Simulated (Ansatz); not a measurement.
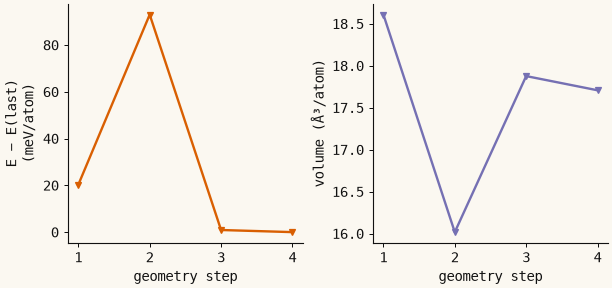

History of a geometry optimisation. Atoms and cell relax. A closing SCF on a freshly chosen basis isn't drawn.

System: Ta₃Se (Pm-3m, 4 atoms in the cell).
Method: DFT PBE, scalar-relativistic, plane waves, PAW (Ansatz 0.2.0); cutoff 420 eV, 4×4×4 k-mesh, Gaussian smearing of 0.1 eV.

**How did the optimisation end?**

The optimisation met its thresholds at geometry 4, counting the start as the first. The energy fell by about 20 meV/atom from the first step to the last. Step 2 went uphill and was rejected by the line search. All forces vanish by symmetry, so only the cell moves.

**Was the starting cell too large or too small?**

The volume shrinks from 18.6 to 17.7 Å³ per atom (−5 %), overshooting to 16.0 at step 2. The start was expanded.
